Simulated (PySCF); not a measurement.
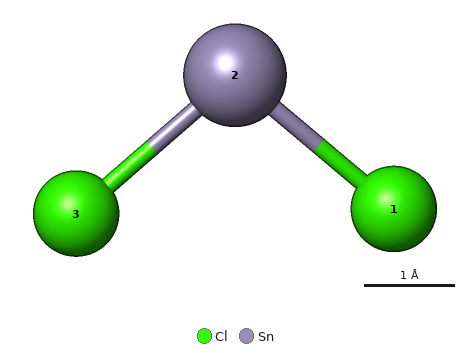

**Figure 1.** The input geometry (ball-and-stick view, seen at a tilt; atoms are numbered from 1 in the order of the input). Sticks mark near contacts.

## SnCl2: polarizability calculation

The run: polarizability calculation of SnCl2, SMILES [Cl][Sn][Cl]. Method and program: HF/ANO-RCC-VDZP, RHF, sfX2C (PySCF 2.14.0).

The geometry comes from this level: PBE0-D4/def2-TZVP.

Log:
```
converged SCF energy = -7095.69290061225
Final energy -7095.6929006122455
isotropic polarizability 56.5552 bohr^3
```

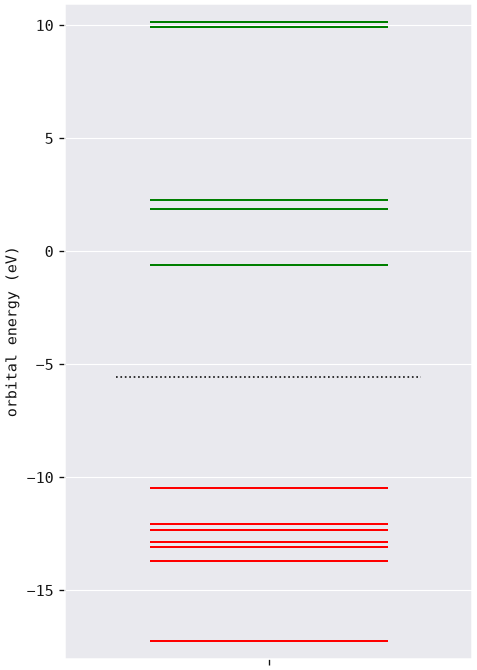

**Figure 2.** Orbital energies near the frontier; the dotted line parts filled from empty levels, and levels within 0.02 eV of each other stand side by side. Highest filled −10.46 eV, lowest empty −0.63 eV, 9.83 eV apart.

The run was set up as follows.

Input file (job.py):
```python
# [Cl][Sn][Cl]
import numpy
from pyscf import gto
from pyscf.prop.polarizability import rhf

system = gto.M(
    atom=[
    ('Cl', (1.154200, 1.220700, 0.756000)),
    ('Sn', (-0.796900, 0.518900, -0.376600)),
    ('Cl', (-0.368200, -1.804500, -0.392600)),
],
    max_memory=1860,
    basis='ano-rcc-vdzp',
    spin=0,
    verbose=3,
)

calc0 = system.RHF()
calc0 = calc0.x2c()
calc0.conv_tol = 1e-10
calc0.kernel()
if not calc0.converged:
    calc0 = calc0.newton().run(calc0.mo_coeff, calc0.mo_occ)

e_final = calc0.e_tot
print('Final energy', e_final)
pol = rhf.Polarizability(calc0)
alpha = pol.polarizability()
print('isotropic polarizability %.4f bohr^3' % (numpy.trace(alpha) / 3))
alpha_w = pol.polarizability_with_freq(freq=0.0774)
beta = pol.hyper_polarizability()
```

Launched with:
```bash
OMP_NUM_THREADS=1 python job.py
```

Key numbers:

| quantity | value |
| --- | --- |
| outcome | converged |
| total energy | −7095.692901 hartree |
| basis functions | 79 |
| HOMO | −10.46 eV |
| LUMO | −0.63 eV |
| dipole moment | 3.90 D |
| hardware | 1 thread of Arm Neoverse V2, 24 GiB of memory available, shared host |
| wall time | 70 s |
| peak memory | 0.2 GiB |
